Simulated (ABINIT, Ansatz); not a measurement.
# ZrSe3 (P2_1/m): changed settings of a GW run in ABINIT

What do changed inputs do to GW on ZrSe3 (P2_1/m)?

Method: PBEsol and many-body steps on it, plane waves, in ABINIT 10.8.3.

## (1) Set-up

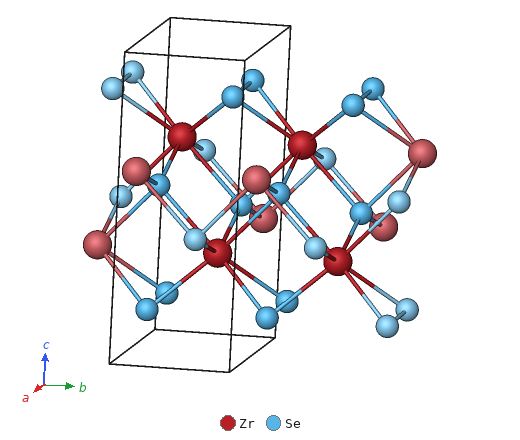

Start, viewed slightly off an axis; zirconium red, selenium blue. 1×2×1 cells are drawn. Some periodic images of atoms are drawn too.

The cell and positions come from the Crystallography Open Database and are kept as given unless a step says otherwise.

## (2) Screening, 2×4×1 mesh, 209 bands, screening to 114.3 eV

This step: ABINIT 10.8.3; RPA screening on PBEsol, plane waves, norm-conserving pseudopotentials.

The RPA dielectric matrix is built and inverted for each q.

The input, run.abi:

```
acell 3*1.0 Angstrom
rprim 
  5.410900000000 -0.000000000000 -0.000000000000
  -0.000000000000 3.748800000000 0.000000000000
  -1.229420909100 0.000000000000 9.363634990100
ntypat 2
znucl 40 34
natom 8
typat 1 1 2 2 2 2 2 2
xred 
  0.285000000000 0.250000000000 0.656000000000
  0.715000000000 0.750000000000 0.344000000000
  0.762000000000 0.250000000000 0.554000000000
  0.238000000000 0.750000000000 0.446000000000
  0.456000000000 0.250000000000 0.174000000000
  0.544000000000 0.750000000000 0.826000000000
  0.888000000000 0.250000000000 0.169000000000
  0.112000000000 0.750000000000 0.831000000000
pp_dirpath "pseudos"
pseudos "Zr.upf, Se.upf"
ecut 48
ngkpt 2 4 1
nshiftk 1
shiftk 0 0 0
kptopt 1
chksymbreak 0
istwfk *1
occopt 1
irdwfk 1
optdriver 3
nband 209
ecuteps 4.2
inclvkb 2
awtr 1
symchi 1
indata_prefix "in"
outdata_prefix "out"
tmpdata_prefix "tmp"
```

On the command line:

```bash
> OMP_NUM_THREADS=1 mpirun -n 16 abinit run.abi > log
```

What it wrote:

```text
.Version 10.8.3 of ABINIT. v10.8.2 released Aug 2026.

 Symmetries : space group P2_1/m (# 11); Bravais mP (primitive monocl.)
[... echo of the input left out ...]
== DATASET  1 ==================================================================
-   mpi_nproc: 16, omp_nthreads: 1 (-1 if OMP is not activated)

--- !DatasetInfo
iteration_state: {dtset: 1, }
dimensions: {natom: 8, nkpt: 6, mband: 209, nsppol: 1, nspinor: 1, nspden: 1, mpw: 20400, }
cutoff_energies: {ecut:  48.0, pawecutdg:  -1.0, }
electrons: {nelect:   1.68000000E+02, charge:   0.00000000E+00, occopt:   1.00000000E+00, tsmear:   1.00000000E-02, }

 SCREENING: Calculation of the susceptibility and dielectric matrices

 Based on a program developped by R.W. Godby, V. Olevano, G. Onida, and L. Reining.
 Incorporated in ABINIT by V. Olevano, G.-M. Rignanese, and M. Torrent.
.Using double precision arithmetic ; gwpc =  8

[... cell and pseudopotentials left out ...]
--------------------------------------------------------------------------------

 ==== K-mesh for the wavefunctions ====
 Number of points in the irreducible wedge :     6
[... list of points left out ...]
 Together with  4 symmetry operations and time-reversal symmetry
 yields     8 points in the full Brillouin Zone.

 ==== Q-mesh for the screening function ====
 Number of points in the irreducible wedge :     6
[... list of points left out ...]
 Together with  4 symmetry operations and time-reversal symmetry
 yields     8 points in the full Brillouin Zone.

 setmesh: FFT mesh size selected  =    45x   30x   72
          total number of points  =        97200

 vcoul_init : cutoff-mode = AUXILIARY_FUNCTION
 q-points for optical limit:   1
     1)      0.000010    0.000020    0.000030

- screening: taking advantage of time-reversal symmetry
- Maximum band index for partially occupied states nbvw = 84
- Remaining bands to be divided among processors   nbcw = 125
- Number of bands treated by each node ~7

 Number of electrons calculated from density =  168.0000; Expected =  168.0000
 average of density, n =  0.131071
 r_s =    1.2212
 omega_plasma =   34.9228 [eV]

 calculating chi0 at frequencies [eV] :
  1    0.000000E+00    0.000000E+00
  2    0.000000E+00    3.492278E+01

--------------------------------------------------------------------------------
  q-point number  1        q = ( 0.000000, 0.000000, 0.000000) [r.l.u.]
--------------------------------------------------------------------------------
[... chi0 elements left out ...]
 For q-point:  0.000010 0.000020 0.000030
  dielectric constant =  16.0725
  dielectric constant without local fields =  18.6875

  Average fulfillment of the sum rule on Im[epsilon] for q-point    1 :     30.17  [%]
[... wings left out ...]
  q-point number  2        q = ( 0.500000, 0.000000, 0.000000) [r.l.u.]
--------------------------------------------------------------------------------
[... chi0 elements left out ...]
  Average fulfillment of the sum rule on Im[epsilon] for q-point    2 :     31.80  [%]

 [... 4 further q-points ...]
```

Elapsed: 7.1 min, on 16 MPI ranks of Arm Neoverse N1, shared host; peak memory 20 GiB; 1.9 h of CPU time.

This step gave:

```
ε∞ with local fields, on this mesh, along the program's q direction : 16.07
the same without local fields                                       : 18.69
plasma frequency                                                    : 34.92 eV
plane waves in the screening matrix                                 : 521
```

Local fields lower ε∞ by 14 %. On a Γ-centred mesh this coarse the value itself is usually too large, while a short band sum pulls it down.

## (3) Base

The self-energy is evaluated for the states that the input lists, and the levels follow from it, in one-shot runs by the linearised quasiparticle equation.

This step: G0W0 on PBEsol, plane waves, norm-conserving pseudopotentials.

Edit run.abi of step 2 so:

```diff
@@ -29,8 +29,17 @@
 irdwfk 1
-optdriver 3
+optdriver 4
 nband 209
+gwcalctyp 0
+ecutsigx 48
+symsigma 1
+nkptgw 2
+kptgw 
+  0.0000000000 0.0000000000 0.0000000000
+  0.5000000000 0.0000000000 0.0000000000
+bdgw 
+  83 86
+  83 86
 ecuteps 4.2
-inclvkb 2
-awtr 1
-symchi 1
+irdscr 1
+ppmodel 1
 indata_prefix "in"
```

What it wrote:

```text
.Version 10.8.3 of ABINIT. v10.8.2 released Aug 2026.

 Symmetries : space group P2_1/m (# 11); Bravais mP (primitive monocl.)
[... echo of the input left out ...]
== DATASET  1 ==================================================================
-   mpi_nproc: 16, omp_nthreads: 1 (-1 if OMP is not activated)

--- !DatasetInfo
iteration_state: {dtset: 1, }
dimensions: {natom: 8, nkpt: 6, mband: 209, nsppol: 1, nspinor: 1, nspden: 1, mpw: 20400, }
cutoff_energies: {ecut:  48.0, pawecutdg:  -1.0, }
electrons: {nelect:   1.68000000E+02, charge:   0.00000000E+00, occopt:   1.00000000E+00, tsmear:   1.00000000E-02, }

 SIGMA: Calculation of the GW corrections

 Based on a program developped by R.W. Godby, V. Olevano, G. Onida, and L. Reining.
 Incorporated in ABINIT by V. Olevano, G.-M. Rignanese, and M. Torrent.
.Using double precision arithmetic ; gwpc =  8

[... cell and pseudopotentials left out ...]
--------------------------------------------------------------------------------

 ==== K-mesh for the wavefunctions ====
 Number of points in the irreducible wedge :     6
[... list of points left out ...]
 Together with  4 symmetry operations and time-reversal symmetry
 yields     8 points in the full Brillouin Zone.

 ==== Q-mesh for screening function ====
 Number of points in the irreducible wedge :     6
[... list of points left out ...]
 Together with  4 symmetry operations and time-reversal symmetry
 yields     8 points in the full Brillouin Zone.

 vcoul_init : cutoff-mode = AUXILIARY_FUNCTION
 q-points for optical limit:   1
     1)      0.000010    0.000020    0.000030
 setmesh: FFT mesh size selected  =    72x   48x  120
          total number of points  =       414720

 Number of electrons calculated from density =  168.0000; Expected =  168.0000
 average of density, n =  0.131071
 r_s =    1.2212
 omega_plasma =   34.9228 [eV]

 === KS Band Gaps ===
  >>>> For spin  1
   Minimum direct gap =   0.6288 [eV], located at k-point      :   0.5000  0.0000  0.0000
   Fundamental gap    =   0.3292 [eV], Top of valence bands at :   0.0000  0.0000  0.0000
                                       Bottom of conduction at :   0.5000  0.0000  0.0000
 SIGMA fundamental parameters:
 PLASMON POLE MODEL  1
 number of plane-waves for SigmaX                20343
 number of plane-waves for SigmaC and W            521
 number of plane-waves for wavefunctions         20343
 number of bands                                   209
 number of independent spin polarizations            1
 number of spinorial components                      1
 number of k-points in IBZ                           6
 number of q-points in IBZ                           6
 number of symmetry operations                       4
 number of k-points in BZ                            8
 number of q-points in BZ                            8
 number of frequencies for dSigma/dE                 9
 frequency step for dSigma/dE [eV]                0.25
 number of omega for Sigma on real axis              0
 max omega for Sigma on real axis  [eV]           0.00
 zcut for avoiding poles [eV]                     0.10

 EPSILON^-1 parameters (SCR file):
 dimension of the eps^-1 matrix on file            521
 dimension of the eps^-1 matrix used               521
 number of plane-waves for wavefunctions         20343
 number of bands                                   209
 number of q-points in IBZ                           6
 number of frequencies                               2
 number of real frequencies                          1
 number of imag frequencies                          1

 matrix elements of self-energy operator (all in [eV])

 Perturbative Calculation

--- !SelfEnergy_ee
iteration_state: {dtset: 1, }
kpoint     : [   0.000,    0.000,    0.000, ]
spin       : 1
KS_gap     :    0.661
QP_gap     :    1.176
Delta_QP_KS:    0.516
data: !SigmaeeData |
     Band     E0 <VxcDFT>   SigX SigC(E0)      Z dSigC/dE  Sig(E)    E-E0       E
       83   6.375 -14.787 -16.246   1.855   0.795  -0.258 -14.472   0.315   6.690
       84   6.485 -15.017 -16.886   2.238   0.795  -0.257 -14.724   0.293   6.778
       85   7.146 -13.062  -8.336  -3.713   0.798  -0.253 -12.254   0.809   7.954
       86   7.529 -13.521  -8.085  -4.254   0.794  -0.260 -12.583   0.938   8.467

--- !SelfEnergy_ee
iteration_state: {dtset: 1, }
kpoint     : [   0.500,    0.000,    0.000, ]
spin       : 1
KS_gap     :    0.629
QP_gap     :    1.201
Delta_QP_KS:    0.572
data: !SigmaeeData |
     Band     E0 <VxcDFT>   SigX SigC(E0)      Z dSigC/dE  Sig(E)    E-E0       E
       83   6.114 -14.718 -16.655   2.209   0.795  -0.258 -14.502   0.216   6.329
       84   6.185 -14.776 -16.630   2.140   0.794  -0.259 -14.549   0.228   6.413
       85   6.814 -13.767  -9.969  -2.791   0.794  -0.260 -12.968   0.800   7.614
       86   7.155 -14.047 -10.034  -2.911   0.793  -0.261 -13.173   0.873   8.029

== END DATASET(S) ==============================================================
================================================================================

 -outvars: echo values of variables after computation  --------
           etotal      0.0000000000E+00
            nband         209
             nkpt           6
          spgroup          11
 [... the other variables as echoed above ...]

 Calculation completed.
```

Elapsed: 32 s, on 16 MPI ranks; peak memory 8.5 GiB.

Numbers from this step:

* G0W0 gap on the points computed: 0.8360 eV
* starting gap on the mesh: 0.3293 eV
* k of the valence top: 0, 0, 0
* k of the conduction bottom: 0.5, 0, 0
* Z at the valence top: 0.795
* Z at the conduction bottom: 0.794
* least direct G0W0 gap on the computed points: 1.176 eV

The gap on the mesh goes from 0.33 eV to 0.84 eV, a correction of +0.51 eV.

## (4) Exchange cutoff of one hartree

Edit run.abi of step 3 so:

```diff
@@ -32,3 +32,3 @@
 gwcalctyp 0
-ecutsigx 48
+ecutsigx 1
 symsigma 1
```

What it wrote:

```text
.Version 10.8.3 of ABINIT. v10.8.2 released Aug 2026.

 Symmetries : space group P2_1/m (# 11); Bravais mP (primitive monocl.)
[... echo of the input left out ...]
== DATASET  1 ==================================================================
-   mpi_nproc: 16, omp_nthreads: 1 (-1 if OMP is not activated)

--- !DatasetInfo
iteration_state: {dtset: 1, }
dimensions: {natom: 8, nkpt: 6, mband: 209, nsppol: 1, nspinor: 1, nspden: 1, mpw: 20400, }
cutoff_energies: {ecut:  48.0, pawecutdg:  -1.0, }
electrons: {nelect:   1.68000000E+02, charge:   0.00000000E+00, occopt:   1.00000000E+00, tsmear:   1.00000000E-02, }

 SIGMA: Calculation of the GW corrections

 Based on a program developped by R.W. Godby, V. Olevano, G. Onida, and L. Reining.
 Incorporated in ABINIT by V. Olevano, G.-M. Rignanese, and M. Torrent.
.Using double precision arithmetic ; gwpc =  8

[... cell and pseudopotentials left out ...]
--------------------------------------------------------------------------------

 ==== K-mesh for the wavefunctions ====
 Number of points in the irreducible wedge :     6
[... list of points left out ...]
 Together with  4 symmetry operations and time-reversal symmetry
 yields     8 points in the full Brillouin Zone.

 ==== Q-mesh for screening function ====
 Number of points in the irreducible wedge :     6
[... list of points left out ...]
 Together with  4 symmetry operations and time-reversal symmetry
 yields     8 points in the full Brillouin Zone.

 vcoul_init : cutoff-mode = AUXILIARY_FUNCTION
 q-points for optical limit:   1
     1)      0.000010    0.000020    0.000030
 setmesh: FFT mesh size selected  =    45x   30x   72
          total number of points  =        97200

 Number of electrons calculated from density =  168.0000; Expected =  168.0000
[...]
number of omega for Sigma on real axis              0
 max omega for Sigma on real axis  [eV]           0.00
 zcut for avoiding poles [eV]                     0.10

 EPSILON^-1 parameters (SCR file):
 dimension of the eps^-1 matrix on file            521
 dimension of the eps^-1 matrix used                63
 number of plane-waves for wavefunctions         20343
 number of bands                                   209
 number of q-points in IBZ                           6
 number of frequencies                               2
 number of real frequencies                          1
 number of imag frequencies                          1

 matrix elements of self-energy operator (all in [eV])

 Perturbative Calculation

--- !SelfEnergy_ee
iteration_state: {dtset: 1, }
kpoint     : [   0.000,    0.000,    0.000, ]
spin       : 1
KS_gap     :    0.661
QP_gap     :    0.404
Delta_QP_KS:   -0.256
data: !SigmaeeData |
     Band     E0 <VxcDFT>   SigX SigC(E0)      Z dSigC/dE  Sig(E)    E-E0       E
       83   6.375 -14.787 -12.024   2.008   0.809  -0.236 -10.928   3.859  10.233
       84   6.485 -15.017 -12.646   2.384   0.811  -0.233 -11.160   3.857  10.342
       85   7.146 -13.062  -4.954  -3.649   0.807  -0.239  -9.462   3.600  10.746
[...]
--- !SelfEnergy_ee
iteration_state: {dtset: 1, }
kpoint     : [   0.500,    0.000,    0.000, ]
spin       : 1
KS_gap     :    0.629
QP_gap     :    0.908
Delta_QP_KS:    0.280
data: !SigmaeeData |
     Band     E0 <VxcDFT>   SigX SigC(E0)      Z dSigC/dE  Sig(E)    E-E0       E
[...]
85   6.814 -13.767  -6.055  -2.802   0.808  -0.237  -9.798   3.970  10.784
       86   7.155 -14.047  -5.952  -2.917   0.808  -0.238  -9.864   4.183  11.338

== END DATASET(S) ==============================================================
================================================================================

 -outvars: echo values of variables after computation  --------
           etotal      0.0000000000E+00
            nband         209
             nkpt           6
          spgroup          11
 [... the other variables as echoed above ...]

 Calculation completed.
```

The job ended after 14 s (16 MPI ranks; peak memory 5.3 GiB; 3.7 min of CPU time).

The run ended normally, though the input holds a fault or crude settings.

The fault put into this input: exchange cutoff of one hartree. It printed a gap of 0.40 eV, an artefact of the input.

## (5) Side by side

Times are wall times on 16 MPI ranks of Arm Neoverse N1, shared host, good to a factor of about two. A run's time includes the screening step that it read.

| run | mesh | bands | screening cutoff (eV) | DFT gap (eV) | gap on the mesh (eV) | direct (eV) | ε∞ used | time |
| --- | --- | --- | --- | --- | --- | --- | --- | --- |
| base | 2×4×1 | 209 | 114.3 | 0.329 | 0.836 | 1.176 | 16.07 | 7.7 min |

## (6) Outcome

```json
{
  "base": "0.836 eV",
  "known limits": "not at the basis limit; no spin-orbit coupling; coarse k mesh"
}
```

Bands and cutoff are finite, so the gap is not at the basis limit. The miss can reach some tenths of an eV and take either sign; the mesh is an error of its own. In the G0W0 run levels were corrected at 2 k points alone, so a gap called «on the mesh» is the least over those, and an edge elsewhere would be missed. The 2×4×1 mesh is coarse for this cell, which bears on the long-range parts of exchange and screening. The many-body steps are scalar-relativistic: spin-orbit coupling is not in them.

[Paths, hosts, dates, memory and timing lines, banners, echoed tables and standing remarks are left out of the program output.]

[Logs are printed without paths, hosts, clocks, repeated set-up lines and the standing remarks that a program may print on its own settings, such as how far it seeks lower states.]

[Runs of the session that timed out or met a known fault of the program may be left out.]

[Hosts, paths, dates, database ids (printed as entryN), source tags and the programs' standing remarks are cut or masked in the printed files.]

[G0W0 gaps are taken among the corrected bands and points alone; a level outside them can change the order at an edge.]

[Where Ansatz stands beside ABINIT at settings called matched, ABINIT's density can come from a denser mesh and the files from another edition; pairs whose starting gaps differed by over 0.03 eV were left out, so agreement reads better than it is.]
